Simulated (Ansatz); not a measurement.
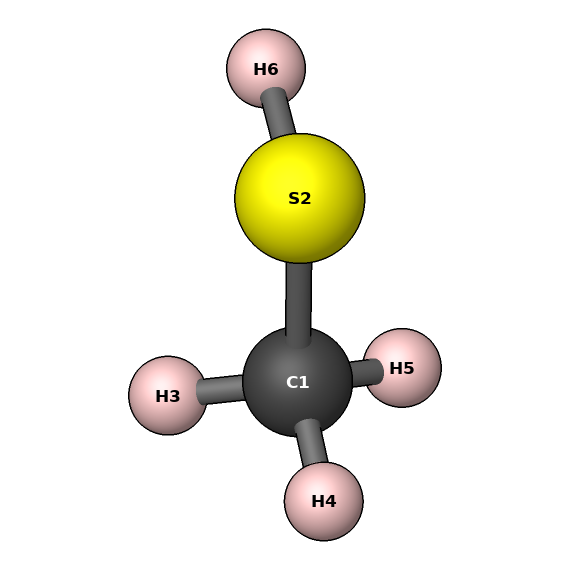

The questions are on Mulliken charges. The geometry was computed by an optimisation with PBE0-D4/def2-TZVP. No frequency run is at hand to confirm it as a minimum. Properties computed with RKS PBE0-D4/def2-TZVP (Ansatz 0.2.0).

List the Mulliken charges.

| atom | value (e) |
| --- | --- |
| C1 | −0.35 |
| S2 | −0.22 |
| H3 | 0.14 |
| H4 | 0.14 |
| H5 | 0.14 |
| H6 | 0.14 |

Mulliken values depend strongly on the basis set and can even reverse the polarity of a bond.
